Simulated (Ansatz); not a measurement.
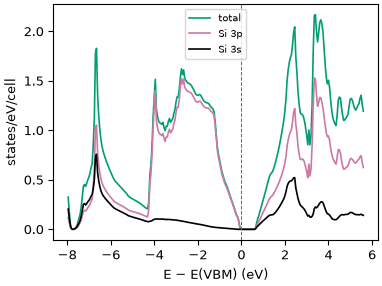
Total and projected density of states of Si (diamond, Fd-3m), the program Ansatz at the PBE level (PAW)

Q: Which orbitals carry the states next to the gap?

A: Top 1 eV of the valence band: Si 3p 96 %. Bottom 1 eV of the conduction band: Si 3p 58 %, Si 3s 27 %, outside the projected shells 15 %. Projections are on Löwdin-orthogonalised atomic valence shells; empty p or d shells of many metals are not among them.

Q: Where is the tallest occupied peak in this window, and what makes it?

A: Near -6.7 eV, about 1.8 states/eV per cell; the largest projected share is Si 3p.

Symmetry was held in the PBE relaxation.

Potentials: the later of the program's two PAW sets.
